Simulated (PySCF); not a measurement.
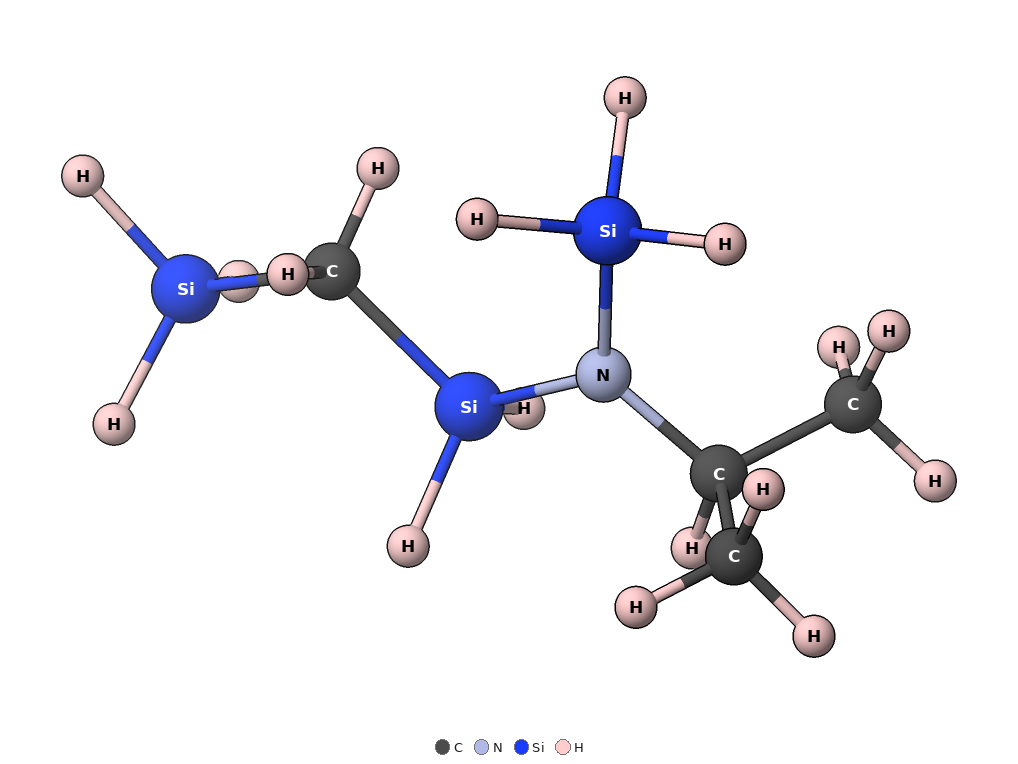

The geometry was computed by an optimisation with PBE0-D3(BJ)/def2-SVP. No frequency run is at hand to confirm it as a minimum. Method: ωB97X-D/def2-SVPD, gas phase (PySCF 2.14.0). Excitations: vertical, linear response.

What is the mean static polarisability?

137.3 bohr³.

Estimate the LUMO energy (Kohn–Sham orbital).

1.75 eV.

Give the dipole moment at this level.

1.00 D.

Give the lowest vertical singlet excitation at this level.

6.30 eV.
